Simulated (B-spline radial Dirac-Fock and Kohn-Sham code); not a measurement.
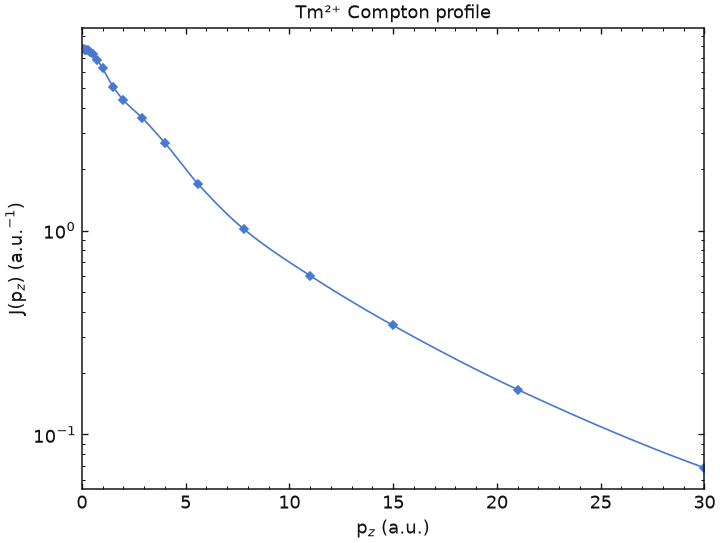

The total Compton profile J(pz). Species: Tm²⁺, configuration [Xe] 4f13, inside a Watson sphere of charge −2 and radius 1.6 Å that stands in for a crystal. Level of theory: the impulse approximation on the Dirac–Fock momentum density (average of configuration); calculated with a radial B-spline solver.

Question: What is the area under the whole profile, from −∞ to ∞?

Answer: 67, the number of electrons.

Question: What is the half width at half maximum?

Answer: About 2.6 a.u.
